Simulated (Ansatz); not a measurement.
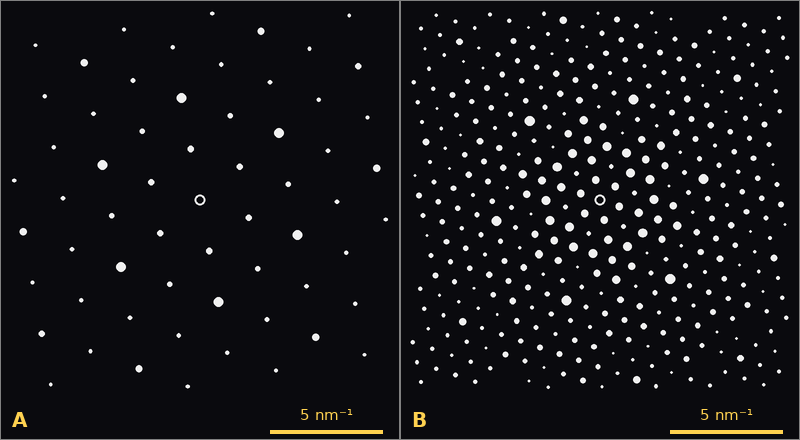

Kinematic electron diffraction patterns (300 kV, B = 0.5 Å², same scale, each along a low-index zone) of two structures of composition Cs3C, each relaxed at zero pressure with DFT PBE, scalar-relativistic, plane waves, PAW (Ansatz 0.2.0). Each run keeps the magnetic state that it reached.

The structures (standard cells):
1. P6_3/mmc (No. 194), a = 12.592 Å, c = 4.402 Å (hexagonal axes), 8 atoms; generated start, possibly hypothetical
2. Pm-3m (No. 221), a = 6.067 Å, 4 atoms; generated start, possibly hypothetical

Question: Which pattern belongs to which structure, and along which zone?

Answer: A is structure 2 along [111] or an equivalent direction: hexagonal net of -1 1 0 at d = 4.29 Å and -1 0 1 at d = 4.29 Å, 60.0° apart. B is structure 1 along [001]: hexagonal net of 1 0 0 at d = 10.91 Å and 0 1 0 at d = 10.91 Å, 60.0° apart (some points of this net are extinct or too weak to see).

Question: Which structure lies lowest at this level of theory, and by how much?

Answer: Structure 1 (P6_3/mmc, 75.56 Å³ an atom) is the lowest of these; structure 2 (Pm-3m, 55.82 Å³ an atom) lies about 310 meV an atom higher. These are static energies at 0 K; other structures, not shown, may lie lower still.
